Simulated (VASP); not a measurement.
Band structure of Pb (space group P6_3/mmc). These are PBEsol GGA with spin-orbit coupling, VASP's PBE PAW potentials (set 64) (plane waves; VASP 6.6.1) values and carry that method's errors.

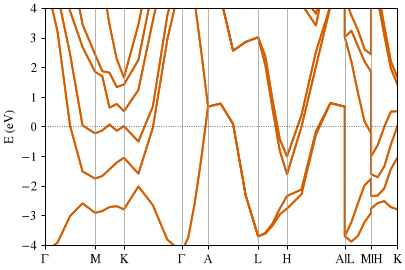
*Bands along high-symmetry lines, zero at the valence-band maximum or, without a gap, the Fermi level*

Read the plot: is there a gap, and where are the band edges?

It has no gap at this level: it comes out as a metal or semimetal.

The structure comes from a measured Pb entry (P6_3/mmc) of the Crystallography Open Database, whose conditions weren't checked. It was relaxed first.
